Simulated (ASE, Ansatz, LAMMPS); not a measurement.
# (4,4) carbon nanotube in a second wall (155 atoms): support functions against a reference

Aim: test how closely localised support functions follow the reference on (4,4) carbon nanotube in a second wall (155 atoms), and at what cost. A setting counts as converged where the r.m.s. difference of forces stays under 1 % of the r.m.s. force.

Program: Ansatz 0.2.0. Level of theory: Kohn-Sham DFT, PBE+D3(BJ), PAW (set soft_2), plane waves. Results are calculated unless marked as measured.

### 1. Set-up

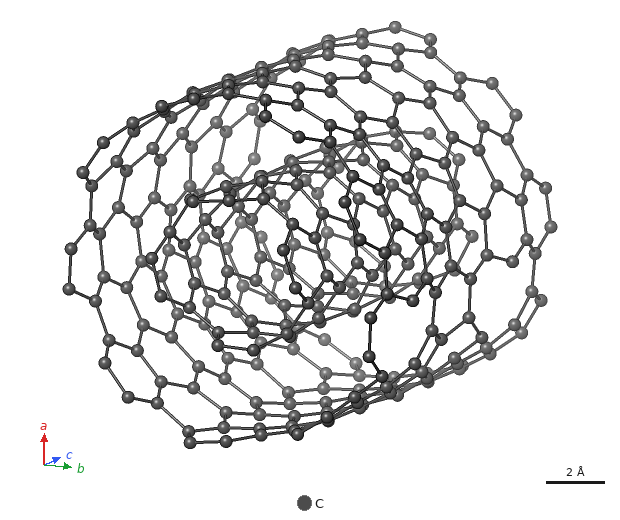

The cell as given, at a slant to the c axis (carbon dark grey). 1×1×2 cells are drawn.

The cell holds 155 atoms: 155 C. Its edges and angles: a = 21.124 Å, b = 21.186 Å, c = 7.380 Å, α = 90.0°, β = 90.0°, γ = 90.0°. It derives from C (graphene). Graphene sheet (a = 2.46 Å) rolled into a (4,4) tube of diameter 5.43 Å inside an (9, 9) tube, 3 periods, 9 Å of vacuum, one C removed; then minimised and run for 3 ps at 600 K (NVT) with a classical potential, last frame taken. Regions: inner wall, 48 atoms (48 C); outer wall, 107 atoms (107 C). Vacuum lies along a and b. The structure repeats along c.

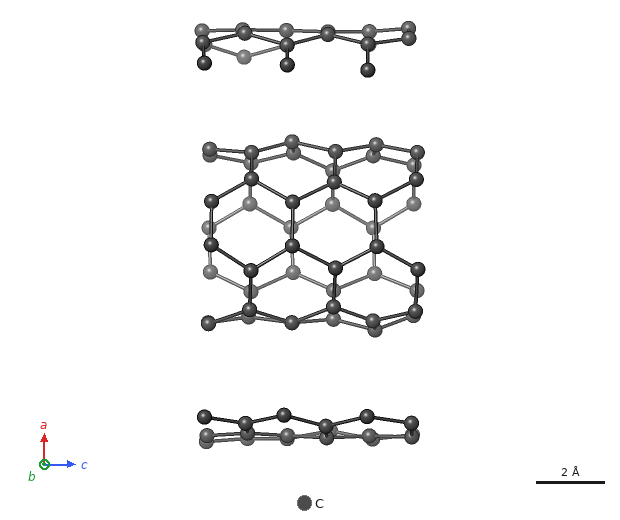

A slice 6 Å thick through the middle of the cell.

Limits known from the start: Beside vacuum, support functions can miss their usual error bounds without a warning.

### 2. Making the structure

A classical potential prepares the built cell, by minimisation and a short run of dynamics.

This step: classical potential: AIREBO (Stuart, Tutein and Harrison, J. Chem. Phys. 112, 6472 (2000)) (LAMMPS stable Jul 2025 - Update 4).

in.lammps

```
units metal
atom_style atomic
boundary p p p
atom_modify map array
read_data structure.data
pair_style airebo 3.0 1 1
pair_coeff * * CH.airebo C
thermo_style custom step temp pe press lx ly lz fmax
thermo 300
min_style cg
minimize 0 1e-4 3000 30000
reset_timestep 0
timestep 0.001
velocity all create 1200 50475 dist gaussian
fix md all nvt temp 600 600 0.1
run 3000
write_data relaxed.data nocoeff
```

Started as:

```bash
$ lmp -in in.lammps -log log.lammps -screen none -nocite
```

Numbers of over 12 decimals in the logs are rounded to 6 here.

What it wrote:

```text
LAMMPS (22 Jul 2025 - Update 4)
  155 atoms
   Step          Temp          PotEng         Press            Lx             Ly             Lz            Fmax     
         0   0             -1134.2733     -34066.924      21.123886      21.18577       7.38           1.9557476    
       300   0             -1135.7696     -15653.889      21.123886      21.18577       7.38           0.0043067331 
       600   0             -1135.77       -15664.069      21.123886      21.18577       7.38           0.0004995267 
       812   0             -1135.77       -15662.346      21.123886      21.18577       7.38           1.7180849e-05
Loop time of 13.063 on 1 procs for 812 steps with 155 atoms
Minimization stats:
  Stopping criterion = force tolerance
  Energy initial, next-to-last, final = 
     -1134.27334719478   -1135.7699916656  -1135.76999166571
  Force two-norm initial, final = 5.6543438 9.4209918e-05
  Force max component initial, final = 1.9557476 1.7180849e-05
  Iterations, force evaluations = 812 1624
   Step          Temp          PotEng         Press            Lx             Ly             Lz            Fmax     
         0   1200          -1135.77       -7937.1186      21.123886      21.18577       7.38           1.7180849e-05
       300   535.2978      -1124.7766     -16286.925      21.123886      21.18577       7.38           6.0662314    
       600   603.51755     -1123.3526     -15663.682      21.123886      21.18577       7.38           6.4028751    
       900   544.05993     -1125.1934     -14315.197      21.123886      21.18577       7.38           6.2129382    
      1200   673.87176     -1124.9472     -22220.271      21.123886      21.18577       7.38           5.2472189    
      1500   572.69435     -1124.7178     -15051.466      21.123886      21.18577       7.38           5.7811846    
      1800   596.54817     -1122.6683     -2127.2226      21.123886      21.18577       7.38           5.7870058    
      2100   562.45216     -1123.6609     -19698.214      21.123886      21.18577       7.38           5.1723517    
      2400   641.56412     -1122.5672     -15659.512      21.123886      21.18577       7.38           7.4252662    
      2700   583.16232     -1124.1993     -352.52026      21.123886      21.18577       7.38           6.3437881    
      3000   654.91174     -1123.4693     -13007.588      21.123886      21.18577       7.38           6.3590515    
Loop time of 20.3525 on 1 procs for 3000 steps with 155 atoms
```

Wall time 34 s (1 thread of Intel Xeon at 2.80GHz (Skylake/Cascade Lake), shared host).

### 3. Plane-wave single point

This run is the reference for what follows, at a cutoff of 420 eV.

input.yaml

```yaml
crystal:
  lattice:
    - [21.12389, 0.0, 0.0]
    - [0.0, 21.18577, 0.0]
    - [0.0, 0.0, 7.38]
  atoms:
    - { symbol: C, position: [0.62202, 0.51162, 0.10303] }
    - { symbol: C, position: [0.61742, 0.54322, 0.94176] }
    - { symbol: C, position: [0.57935, 0.59826, 0.93752] }
    - { symbol: C, position: [0.54839, 0.61108, 0.11029] }
    - { symbol: C, position: [0.4871, 0.6337, 0.1089] }
    - { symbol: C, position: [0.45243, 0.62159, 0.94401] }
    - { symbol: C, position: [0.39322, 0.59112, 0.93422] }
    - { symbol: C, position: [0.37571, 0.55769, 0.09782] }
    - { symbol: C, position: [0.37708, 0.492, 0.0971] }
    - { symbol: C, position: [0.38529, 0.46256, 0.26003] }
    - { symbol: C, position: [0.42257, 0.40611, 0.94041] }
    - { symbol: C, position: [0.4487, 0.38453, 0.10575] }
    - { symbol: C, position: [0.51101, 0.36857, 0.10029] }
    - { symbol: C, position: [0.54481, 0.37188, 0.26494] }
    - { symbol: C, position: [0.59943, 0.41981, 0.92835] }
    - { symbol: C, position: [0.61364, 0.44439, 0.10405] }
    - { symbol: C, position: [0.73365, 0.63724, 0.74169] }
    - { symbol: C, position: [0.71741, 0.66559, 0.57884] }
    - { symbol: C, position: [0.67012, 0.71089, 0.57368] }
    - { symbol: C, position: [0.63948, 0.72528, 0.73971] }
    - { symbol: C, position: [0.58194, 0.75957, 0.75056] }
    - { symbol: C, position: [0.55294, 0.77943, 0.5853] }
    - { symbol: C, position: [0.48515, 0.77315, 0.91612] }
    - { symbol: C, position: [0.4521, 0.77581, 0.74427] }
    - { symbol: C, position: [0.38807, 0.7708, 0.73733] }
    - { symbol: C, position: [0.34217, 0.76756, 0.58219] }
    - { symbol: C, position: [0.2994, 0.71792, 0.56585] }
    - { symbol: C, position: [0.27549, 0.69314, 0.73869] }
    - { symbol: C, position: [0.24465, 0.63629, 0.73866] }
    - { symbol: C, position: [0.23525, 0.60833, 0.91815] }
    - { symbol: C, position: [0.21591, 0.54256, 0.91937] }
    - { symbol: C, position: [0.21736, 0.51329, 0.74772] }
    [... 117 atom lines left out ...]
    - { symbol: C, position: [0.752, 0.36327, 0.24207] }
    - { symbol: C, position: [0.769, 0.39006, 0.41602] }
    - { symbol: C, position: [0.78968, 0.45295, 0.413] }
    - { symbol: C, position: [0.78775, 0.48545, 0.58078] }
    - { symbol: C, position: [0.78403, 0.55231, 0.58046] }
    - { symbol: C, position: [0.76903, 0.58097, 0.4148] }
kpoints:
  mp_grid: { grid: [1, 1, 2] }
hamiltonian:
  xc: pbe
  dispersion: d3bj
scf:
  occupations: { method: fermi_dirac, width: 0.05 }
output:
  forces: true
  populations: true
  dos:
    method: { smearing: { sigma: 0.15 } }
    de: 0.1
    projected:
      site_lists:
        C: [C]
        inner_wall: [0, 1, 2, 3, 4, 5, 6, 7, 8, 9, 10, 11, 12, 13, 14, 15, 52, 53, 54, 55, 56, 57, 58, 59, 60, 61, 62, 63, 64, 65, 66, 67, 104, 105, 106, 107, 108, 109, 110, 111, 112, 113, 114, 115, 116, 117, 118, 119]
  eigenvalues: true
  write_density: true
  write_potential: true
  volumetric_format: npy
```

Started as:

```bash
$ ansatz run input.yaml --threads 8 --pin off --max-ram 15872MiB --backend cpu --events-out ev --progress --plain --runs-dir out
```

What it wrote:

```text
Engine: ansatz 0.2.0, aarch64-unknown-linux-gnu
Pseudopotentials: kind: paw
Pseudopotential: C, paw, valence charge 4, recommended cutoff 420 eV (normal), C.paw.azcp
[... 5 lines on functional and potentials left out ...]
Crystal: 155 atoms, lattice volume = 3302.741 Å³
Basis set: ecut = 420 eV, 64597 PW (Γ), exchange–correlation on 288×288×100 points (8 copies of the dense FFT grid, shifted against one another)
Bands: 465, of which v1, the nominal top of the filled ones, is band 310 counted from 1 (309 counted from 0)
Symmetry: 1 space group operations
Space group: P1 (ITA 1), of the structure as read, at distance tolerance 1.5e-4 Å
k-points: 2
[... 3 lines on functional and potentials left out ...]
Initial density: superposition of atomic densities (neutral atoms: chi_scale 0, normalization atom), corrected by the library's trained network
Initial wavefunctions: pseudopotential atomic-orbital guess
Functional: x = pbe(κ = 0.804, μ = 0.219515), c = pbe(β = 0.066725)
SCF iter   1: F=—  HF=-38872.321176 eV  |F-HF|=—  |Δ(HF+E_count)|=         —  Δρ=5.44e-3  dr2=4.26e0  ethr=1.77e-3  ⟨swp⟩=7.0  Hψ=4808  notcnv=0  defer=259
preconditioner: auto → LDOS  [metal: Δε(μ)=0.009 eV  Ē_g=14.749 eV  σ=0.050 eV  W_gap=0.05  n_scr=492 (ndim 8)  ℏωp=16.1 eV  f_vac=0.573  D(μ)=18.54/eV (n_scr^D=54)  β→1.0]
SCF iter   2: F=—  HF=-38872.268839 eV  |F-HF|=—  |Δ(HF+E_count)|=   5.23e-2  Δρ=2.53e-3  dr2=4.52e-1  ethr=6.87e-4  ⟨swp⟩=2.5  Hψ=1333  notcnv=0  defer=274
SCF iter   3: F=—  HF=-38872.207336 eV  |F-HF|=—  |Δ(HF+E_count)|=   6.15e-2  Δρ=1.47e-3  dr2=1.69e-1  ethr=7.29e-5  ⟨swp⟩=2.0  Hψ=1229  notcnv=0  defer=274
SCF iter   4: F=—  HF=-38872.179239 eV  |F-HF|=—  |Δ(HF+E_count)|=   2.81e-2  Δρ=3.80e-4  dr2=1.32e-2  ethr=2.73e-5  ⟨swp⟩=2.0  Hψ=1119  notcnv=0  defer=274
SCF iter   5: F=—  HF=-38872.177653 eV  |F-HF|=—  |Δ(HF+E_count)|=   1.59e-3  Δρ=1.35e-4  dr2=1.37e-3  ethr=2.12e-6  ⟨swp⟩=2.0  Hψ=1212  notcnv=0  defer=274
SCF iter   6: F=—  HF=-38872.177971 eV  |F-HF|=—  |Δ(HF+E_count)|=   3.18e-4  Δρ=6.01e-5  dr2=2.16e-4  ethr=2.21e-7  ⟨swp⟩=2.0  Hψ=1238  notcnv=0  defer=274
SCF iter   7: F=—  HF=-38872.178035 eV  |F-HF|=—  |Δ(HF+E_count)|=   6.44e-5  Δρ=3.14e-5  dr2=4.40e-5  ethr=3.48e-8  ⟨swp⟩=2.0  Hψ=1052  notcnv=0  defer=274
SCF iter   8: F=—  HF=-38872.178209 eV  |F-HF|=—  |Δ(HF+E_count)|=   1.74e-4  Δρ=1.61e-5  dr2=1.24e-5  ethr=7.09e-9  ⟨swp⟩=2.0  Hψ=1451  notcnv=0  defer=274
SCF iter   9: F=—  HF=-38872.178215 eV  |F-HF|=—  |Δ(HF+E_count)|=   5.56e-6  Δρ=7.66e-6  dr2=3.09e-6  ethr=2.00e-9  ⟨swp⟩=2.0  Hψ=1091  notcnv=0  defer=274
SCF iter  10: F=—  HF=-38872.178218 eV  |F-HF|=—  |Δ(HF+E_count)|=   3.01e-6  Δρ=3.17e-6  dr2=4.41e-7  ethr=4.98e-10  ⟨swp⟩=2.0  Hψ=1094  notcnv=0  defer=274
SCF iter  11: F=-38872.178219 eV  HF=-38872.178219 eV  |F-HF|=3.03e-7  |Δ(HF+E_count)|=   1.46e-6  Δρ=1.09e-6  dr2=6.41e-8  ethr=1.61e-11  ⟨swp⟩=35.5  Hψ=10827  notcnv=0
SCF 1 converged in 11 iterations: F = -38872.178219 eV  dr2 = 6.41e-8
  greatest PAW one-centre occupation: 0.697 electrons in one spin orbital (limit 2), on the C atom at site 44 (counted from 0), in its partial waves of l = 0
WARN: The output density's exchange-correlation potential varies sharply where the density is thin. Do not read a vacuum level from v_tot or v_xc, or from such a field of the output density. On a cell that repeats whose density bears no net charge and no dipole along the vacuum's axis use v_es (v_loc + v_h of the components); [...]
SCF converged after 11 iterations
the last check of whether an eigenvalue changes by more than its tolerance under the output density was not made (no_room)
Free energy (F): -38872.178219 eV
Harris-Foulkes:  -38872.178219 eV  (|F-HF|=3.03e-7)
Internal energy: -38872.062077 eV  (E = F + TS)
E sigma→0 (E₀):  -38872.120148 eV
Entropy (-TS):   -0.116143 eV (-0.749 meV/atom)
Fermi energy:    0.424479 eV
--- Per-component energies (eV) ---
  E_band       = -5504.339083
  E_kinetic    = 14164.381752
  E_local      = -290074.892256  (includes V_loc(G=0)·N_el)
  E_nonlocal   = 4258.745666
  E_hartree    = 138217.794578
  E_xc         = -7452.239811
  E_vxc        = -9227.243939  (∫ρ·V_xc dr)
  E_paw        = -15403.749681  (= ΣΔE_a)
  E_vpaw       = -1060.908584  (= ΣTr[D̂ρ^β])
  E_aug_tail   = 0.001251  (compensation charges beyond the density's cutoff)
  E_ewald      = 117436.898805
  E_disp       = -19.002381  (pairwise vdW)
  E_smearing   = -0.116143  (= −TS)
  E_closure    = -0.000000  (closes the sum)
  Σ components = -38872.178219   (vs F -38872.178219, Δ=0.00e0)
--- Forces (eV/Å), atoms counted from 1 ---
  atom   1  C      0.95467174    -2.23027956     2.47655206
  atom   2  C     -0.08268277     1.16347196    -1.94510045
  atom   3  C     -0.75856092     0.24338122     0.58295519
  atom   4  C      1.72173088     2.08164011    -2.12062368
  atom   5  C     -2.24394115    -1.33075448    -0.74232949
  atom   6  C     -0.51667081     1.09165825    -0.20996196
  atom   7  C      0.07988787    -2.00507547    -0.18913945
  atom   8  C      1.14977889     2.53131735     0.50376930
  atom   9  C     -1.13006689     1.47915640    -1.43188393
  atom  10  C      0.09231410    -0.94113817     3.67276740
  atom  11  C     -0.96349460     0.00785669    -2.34702225
  atom  12  C     -2.04087682     0.92997367    -0.15489057
  atom  13  C      2.61988260    -0.52867672    -1.14112209
  atom  14  C      1.55318800     0.61443313     0.64011292
[...]
atom 154  C     -0.77461866    -1.74271960    -0.90986551
  atom 155  C      1.46765802     1.56894919    -1.17471629
  max |Σ_I F_I| component: 1.17e-4 eV/Å
--- Band table (eV) ---
  k-point 0: bands = ["-19.8864", "-19.5225", "-19.4720", "-19.4027", [... 449 levels ...], "8.1488", "8.1566", "8.1664", "8.1798", "8.2390", "8.2550", "8.2833", "8.2944", "8.3214", "8.3278", "8.3305", "8.3549"]
  k-point 1: bands = ["-19.4603", "-19.3194", "-19.1261", "-19.0471", [... 449 levels ...], "8.3902", "8.4170", "8.4712", "8.5098", "8.5273", "8.5547", "8.5601", "8.6040", "8.6320", "8.6430", "8.6693", "8.6886"]
--- Löwdin populations: 155 sites ---
  site symbol       q [e]
     0      C      3.9662
     1      C      3.9620
     2      C      3.9712
[...]
154      C      3.9597
  spilling = 0.009800 (of n_electrons = 620.000000)
```

Wall time 1.9 min (8 threads of Arm Neoverse V2, shared host); peak memory 13 GiB; 15 min of CPU time.

The program notes that the exchange-correlation potential is rough where the density is thin.

Read from the output:

| Item | Value |
| --- | --- |
| free energy | -38872.1782 eV |
| free energy per atom | -250.7882 eV/atom |
| SCF cycles | 11 |
| r.m.s. force component | 1.553 eV/Å |
| longest force | 6.04 eV/Å |
| Fermi energy | 0.4245 eV |
| levels partly filled by over 2 per cent | 5 |
| spilling of the projection | 0.0098 |

Neighbours are counted within 1.85 Å (C-C).

Length of the force by element and coordination:

```
element  coordination  atoms  mean length of the force (eV/Å)  spread  least  most
      C           all    155                             2.47    1.06  0.200  6.04
      C             2      3                             2.53   0.718   1.88  3.54
      C             3    152                             2.47    1.07  0.200  6.04
```

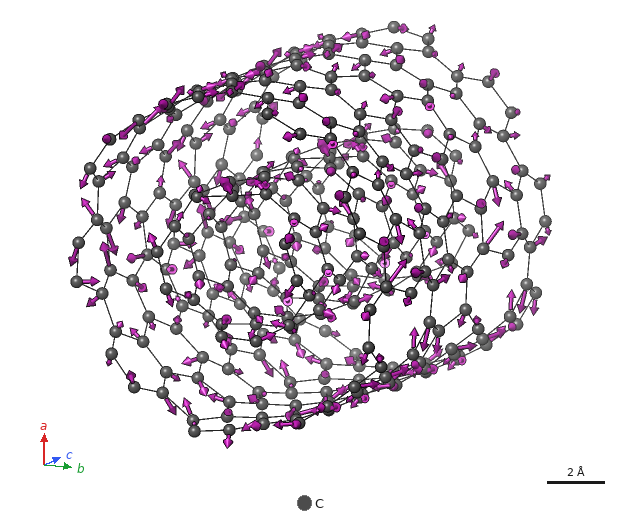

Forces as arrows; the longest in the cell is 6.04 eV/Å. 1×1×2 cells are drawn.

The mean of these charges, 0.039 e, is only the charge that the projection spills.

Löwdin charges by element and coordination (they lack the spilled electrons, 0.039 e an atom on average):

```
element  coordination  atoms  mean charge (e)  spread    least    most
      C           all    155           0.0392  0.0109  -0.0044  0.0662
      C             2      3           0.0149  0.0256  -0.0044   0.051
      C             3    152           0.0397  0.0098   0.0057  0.0662
```

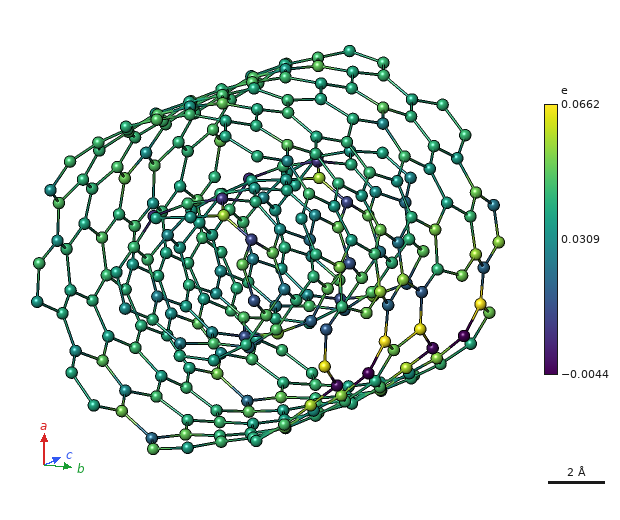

Atoms coloured by Löwdin charge. 1×1×2 cells are drawn.

By region:

```
    region  atoms  mean length of the force (eV/Å)
inner wall     48                             2.20
outer wall    107                             2.59
```

States in the cell by windows of 1 eV, zero at the Fermi level; the larger projections on atomic orbitals stand beside the total:

```
from (eV)  to (eV)  total   C p  inner wall   C s
      -18      -17   25.5   9.1         5.4  16.0
      -17      -16   22.1   9.2         9.1  12.5
      -16      -15   28.8  13.1         6.8  15.3
      -15      -14   23.9  10.6         7.6  13.1
      -14      -13   19.7  12.0         6.8   7.5
      -13      -12   31.0  20.0        10.6  10.7
      -12      -11   22.0  15.3         4.1   6.5
      -11      -10   28.3  21.4        10.2   6.6
      -10       -9   25.6  20.6         8.6   4.7
       -9       -8   46.3  40.3        15.5   5.5
       -8       -7   47.9  43.9        14.1   3.4
       -7       -6   62.1  59.2        18.8   2.3
       -6       -5   50.9  48.6        12.8   2.0
       -5       -4   45.3  44.0        14.6   1.1
       -4       -3   38.3  37.7        13.9   0.4
       -3       -2   36.3  35.6         7.9   0.5
       -2       -1   14.4  14.2         5.6   0.1
       -1        0    8.5   8.3         2.4   0.2
        0        1   14.5  13.5         5.2   0.7
        1        2   26.7  25.2         8.5   0.5
        2        3   31.6  29.5        10.6   0.8
        3        4   20.5  14.3         4.7   0.8
        4        5   40.2  18.1         7.9   1.3
```

Between -21 and -18 eV lie 43 more states.

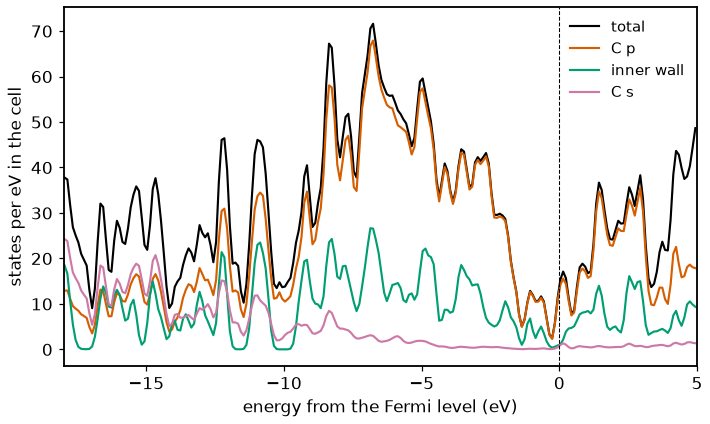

Total and projected density of states, with the broadening of the input.

The levels nearest the highest filled one (over half full), pooled over k-points and spins:

```
level less the highest filled one (eV)  occupation
                                -0.677           2
                                -0.609           2
                                -0.553           2
                                -0.433           2
                               -0.0669        1.74
                                     0        1.27
                                0.0651       0.646
                                 0.147        0.17
                                 0.164       0.124
                                 0.234       0.032
                                 0.301       0.008
                                 0.328       0.005
```

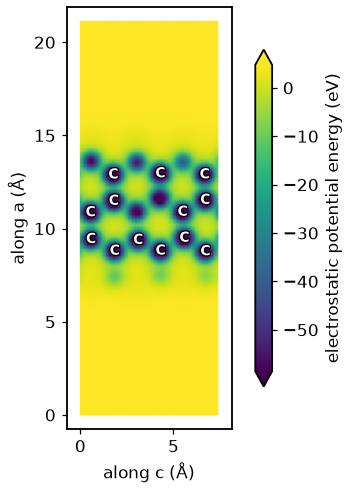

Electrostatic potential energy in the ca plane at fractional y = 0.228, with atoms of C within 0.2 Å of it. With pseudopotentials it is smooth inside the atoms' cores, unlike the true potential.

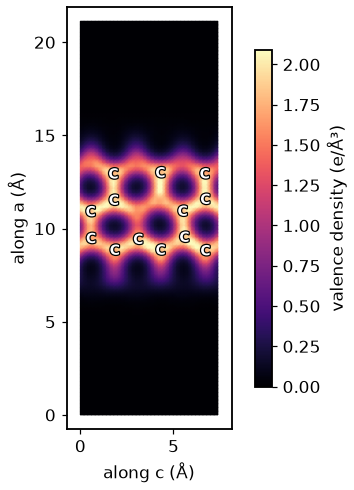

Valence density in the ca plane at fractional y = 0.228, with atoms of C within 0.2 Å of it. It is the smooth field of the valence electrons, not physical close to the nuclei.

Löwdin charges run from -0.00 to +0.07 e, about a mean that is the spilled charge alone. Within 0.4 eV of the Fermi level the largest share is C p (94 % of the projected weight).

[end of part 1 of 2]

[Logs are printed without paths, hosts, clocks, repeated set-up lines and the standing remarks that a program may print on its own settings, such as how far it seeks lower states.]

[Hosts, paths, dates, database ids (printed as entryN), source tags and the programs' standing remarks are cut or masked in the printed files.]
